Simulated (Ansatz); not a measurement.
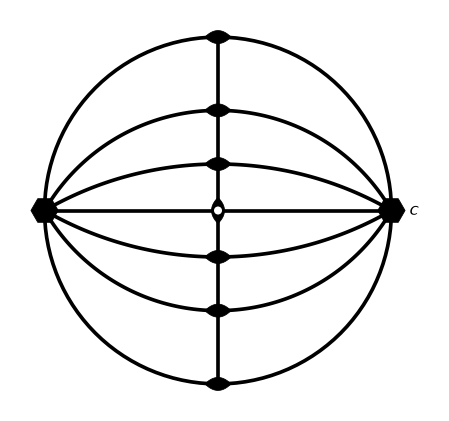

Stereographic projection: heavy lines are mirror planes (a heavy rim: a mirror in the plane of the page); lens, triangle, square and hexagon are 2-, 3-, 4- and 6-fold axes, a lens in an open square is −4, a triangle in an open hexagon −6; thin dashed diameters join the ends of axes that lie in the page; a small open circle marks inversion. The a axis points at the viewer. Computed from the symmetry operations of a computed or model structure of composition TaSi, which need not be its known form.

Which point group is this?

Answer. 6/mmm (D6h), order 24, hexagonal system: one sixfold axis, six twofold axes, seven mirror planes, an inversion centre.

Which physical properties does it allow?

Answer. It is centrosymmetric, so neither piezoelectric nor pyroelectric; it is not chiral.
